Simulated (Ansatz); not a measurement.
System: ClH3Sn···H2O.

Input file:

```
crystal:
  periodic: [false, false, false]
  atoms:
    - { symbol: Sn, position_ang: [0.0, 0.0, 0.0] }
    - { symbol: Cl, position_ang: [0.0, 0.0, 2.76] }
    - { symbol: H, position_ang: [1.6408, 0.0, -0.5794] }
    - { symbol: H, position_ang: [-0.8195, 1.4198, -0.5794] }
    - { symbol: H, position_ang: [-0.8195, -1.4198, -0.5794] }
    - { symbol: O, position_ang: [-2.1447, 0.0, 0.7126] }
    - { symbol: H, position_ang: [-2.6898, -0.6297, 0.1413] }
    - { symbol: H, position_ang: [-1.5115, 0.0, 1.9362] }
basis:
  gaussian: { orbitals: def2-SVP }
hamiltonian:
  xc: b3lyp
relax:
  f_tol: 0.15
  max_steps: 25
  restrain:
    - { distance: [0, 5], at: 3.16, k: 30.0 }
    - { distance: [7, 1], at: 2.57, k: 30.0 }
    - { distance: [0, 1], at: 2.41, k: 30.0 }
    - { distance: [7, 5], at: 1.01, k: 30.0 }
output:
  orbitals: {}
```

Command:

```sh
ansatz run input.yaml --threads 1 --pin off --max-ram 2048MiB --backend cpu --events-out ev --progress --plain --runs-dir out
```

The fields are those of the run's last geometry, not of the input's.

Core potentials replace the inner electrons of Sn; not at a stationary point (largest force 0.8 eV/Å).

Method: Ansatz, RKS B3LYP/def2-SVP.

What can the converged electron density and electron localisation function tell about the bonding?

Sn1···O6 (3.16 Å): the density falls to about 0.08 e/Å³ on the way; the ELF dips to about 0.05 between them.
Sn–Cl (2.41 Å): ρ at the midpoint is about 0.48 e/Å³; the ELF peaks at about 0.85 in the valence shell of Cl, 0.9 Å from its nucleus, and drops to about 0.15 between the two atoms.
O–H (0.99 Å): the density is about 3.5 e/Å³ at the midpoint; the ELF climbs to about 1 towards the hydrogen, as it does in any bond to H (a covalent bond by its length).
Sn–H (1.72 Å): ρ is about 1.1 e/Å³ halfway; the ELF climbs to about 1 towards the hydrogen.

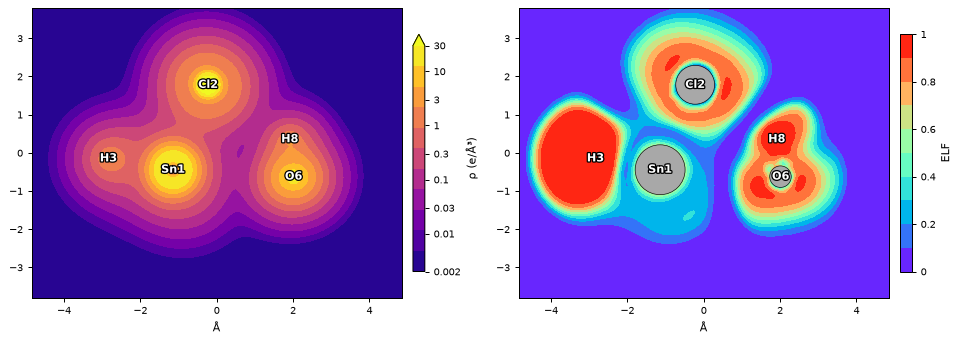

Computed electron density and electron localisation function on the plane of atoms Cl2, Sn1 and H3, in this order. Grey discs cover the atomic cores in the ELF map. 
